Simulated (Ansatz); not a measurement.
**A computed series for PbTe: pressure series**

Take PbTe in the rock salt structure (space group Fm-3m, No. 225; a = 6.380 Å) as the base.

Cell and atoms are relaxed at each pressure.

Level of theory: Ansatz (a program for electronic structure), LDA, PAW, cutoff 420 eV, without spin-orbit coupling.

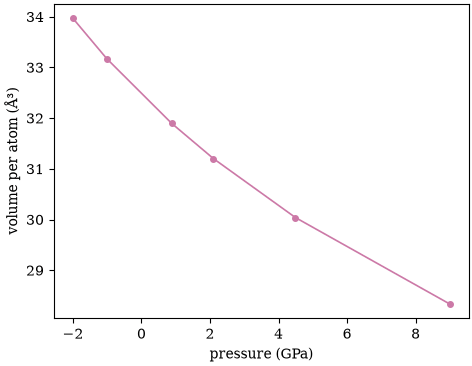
Figure: Volume against pressure

Estimate the zero-pressure bulk modulus from the plot.

About 49 GPa; a third-order Birch–Murnaghan fit to the points gives V₀ = 32.46 Å³/atom, B₀ = 49 GPa and B₀′ = 4.5.

Measured bulk modulus of PbTe: 39.8 GPa (room temperature; as listed in Kerstin Hummer, Andreas Grüneis, Georg Kresse, Physical Review B (2007)); the computed value is for a static lattice, so the two differ by thermal effects too.

Between the base and pressure 4.5 GPa the gap moves from 0.57 eV to 0.38 eV, a mean slope of -43 meV/GPa.

Spin-orbit coupling, missing from the scalar runs, can matter with Pb and Te. Load acts through the strain it causes; cell and atoms are relaxed under it. Stability against distortions was not tested. No other phases were tried under pressure. The zero or small gap of PbTe under pressure 9 GPa can change with the level of theory.
